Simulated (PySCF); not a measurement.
Input

```
{"job": {"kind": "uv", "xc": "CAM-B3LYP", "basis": "def2-SVPD", "nstates": 8, "ntriplets": 3}, "charge": 0, "multiplicity": 1}
C      2.018586    -0.751579    -0.754184
Si     1.259118    -0.759206     0.981171
C      0.194514     0.810619     1.233732
Si    -1.061989     1.268441    -0.107346
C     -2.370252    -0.116362    -0.298080
Cl    -1.669007    -1.530788    -1.127108
H      1.255930    -0.888192    -1.514691
H      2.531416     0.183646    -0.962394
H      2.739795    -1.555623    -0.865684
H      2.328219    -0.733416     1.994711
H      0.448813    -1.960968     1.199216
H     -0.327040     0.712038     2.186183
H      0.867365     1.659650     1.353774
H     -1.821087     2.468648     0.279551
H     -0.437846     1.479198    -1.414937
H     -3.216580     0.200945    -0.902343
H     -2.746953    -0.475022     0.656903
```

Command:

```sh
OMP_NUM_THREADS=1 python probes_run.py task.json out
```

Geometry: GFN2-xTB.

The calculation used CAM-B3LYP/def2-SVPD, SCF density, gas phase in PySCF 2.14.0.

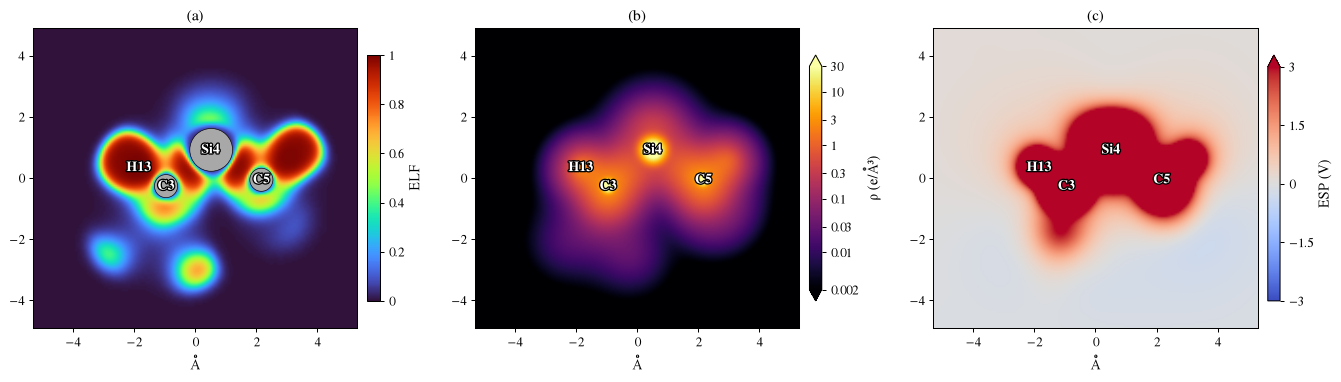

C3H11ClSi2. (a) ELF; (b) electron density; (c) molecular electrostatic potential on the plane of atoms Si4, C3 and H13. Grey discs cover the atomic cores in the ELF map.

> Read the bonding off the picture.

The plane passes through C, Si and H nuclei. C–Si (1.89 Å): the density is about 0.92 e/Å³ at the midpoint; the ELF peaks at about 0.95 between the atoms; a shared electron pair. C–H (1.09 Å): ρ at the midpoint is about 1.9 e/Å³; the ELF climbs to about 1 towards the hydrogen, as it does in any bond to H: an ordinary covalent bond to hydrogen. Outside the dense part of the molecule the potential is most negative (−0.3 V) near Cl6, which lies off the plane.
